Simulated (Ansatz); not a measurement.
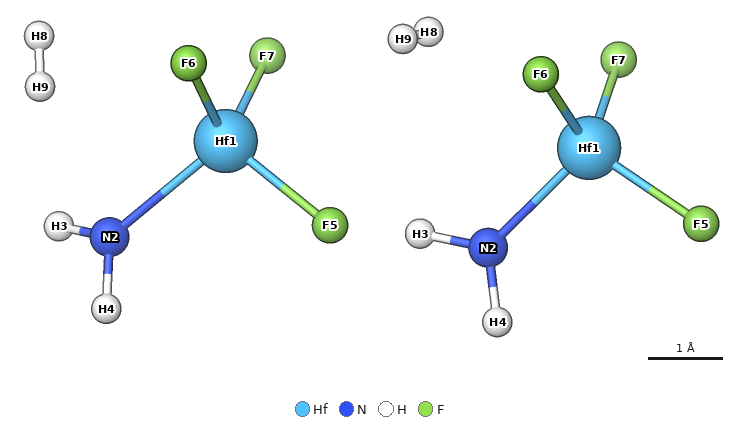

Two geometries of HfNH4F3, drawn at one scale. One is the start of a relaxation, the other its converged end. The picture is a ball-and-stick view, seen at a tilt.

Method: Ansatz, RKS PBE-D4/def2-SVP. (no spin polarisation; force threshold 0.03 eV/Å; at most 50 steps)

Which one is relaxed?

Answer. The right one is the relaxed one. The run prepares an end point of a later path (reaction) calculation, from a guessed geometry. The atom that moves furthest after the best rigid fit is H9 (0.67 Å). Largest moves by element: H 0.67 Å, F 0.27 Å, N 0.20 Å, Hf 0.12 Å. Among the contacts that change: Hf1–H9 2.723 → 2.996 Å, Hf1–N2 2.149 → 2.031 Å, Hf1–H8 3.049 → 2.957 Å, H8–H9 0.724 → 0.770 Å. Among the angles between lasting bonds that change: F5–Hf1–F6 107.6° → 110.5°, Hf1–N2–H4 122.2° → 124.8°, N2–Hf1–F7 112.7° → 110.2°. Groups turn about Hf1–N2 by about 25°. After 20 accepted moves (24 points after the start) the energy has fallen by 22.6 kJ/mol. Largest force component: 1.8 eV/Å at the start, 0.016 eV/Å at the end. The line search rejected the trial steps at points 9, 12, 14, 18 of the run. Cost: 63 s on 2 threads of Arm Neoverse V1, on a shared host, peak memory 0.21 GiB.
